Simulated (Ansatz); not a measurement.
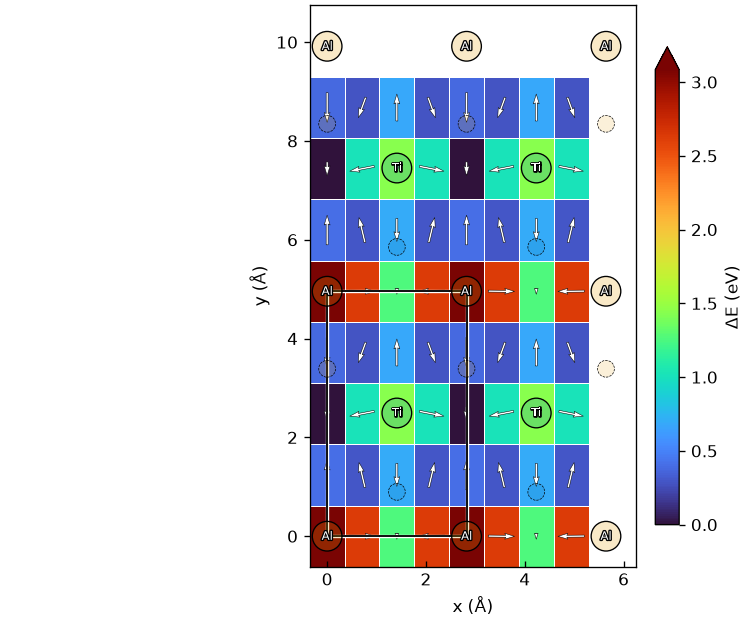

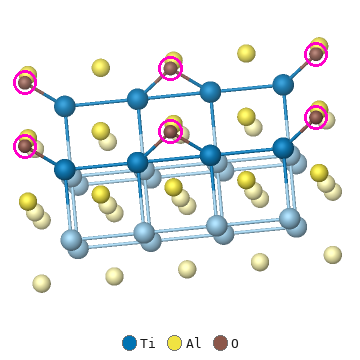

Energy landscape of O on a TiAl(101) slab cut from the P4/mmm phase, its upper half relaxed before the scan (12 atoms of substrate and one adsorbate in a 2 × 1 cell). 
- O is moved over the surface cell; relaxed at each place: the height of the adsorbate's atoms; substrate rigid; the origin of the map has the adsorbate above Al11.
- Places are given modulo a cell vector. The map is drawn in real space over the plane of the surface.
- The grid has 4 × 4 points; 12 points were computed and 4 follow by symmetry.
- Places are given in fractions of the 1 × 1 surface cell.
- Energies: eV, counted from the lowest grid point.
- The runs have no spin polarisation; a magnetic state may lie lower.
- Level of theory: DFT PBE, scalar-relativistic, plane waves, PAW (Ansatz). Settings: cutoff 420 eV, k-mesh 5×6×1, gaussian smearing 0.1 eV, no spin polarisation.

The picture shows one coloured cell a grid point, arrows along the force (downhill), their lengths compressed, labelled circles for the atoms of the top layer and small ones for the second layer, the outline of one cell of the 2 × 2 shown, one colour for all values above the top of the scale. The second picture is the structure at the lowest point; rings mark the moved atoms.

### Summarise what can be read from the map.

The lowest grid point is at a bridge site between two Ti atoms, (0/4, 2/4) of the cell vectors. The highest grid point, the top site over a surface Al atom, (0/4, 0/4) of the cell vectors, lies 3.08 eV above the lowest. At the lowest point the adsorbate has 2 Ti at 1.86 Å as nearest neighbours, at the highest 1 Al at 1.68 Å. Its relaxed height above the top atom is 1.06 Å at the lowest and 1.68 Å at the highest point.

Time for the 12 points that were run: 24 min on 4 threads of Arm Neoverse N1, with other jobs on the host.

PAW datasets: the set soft_1.
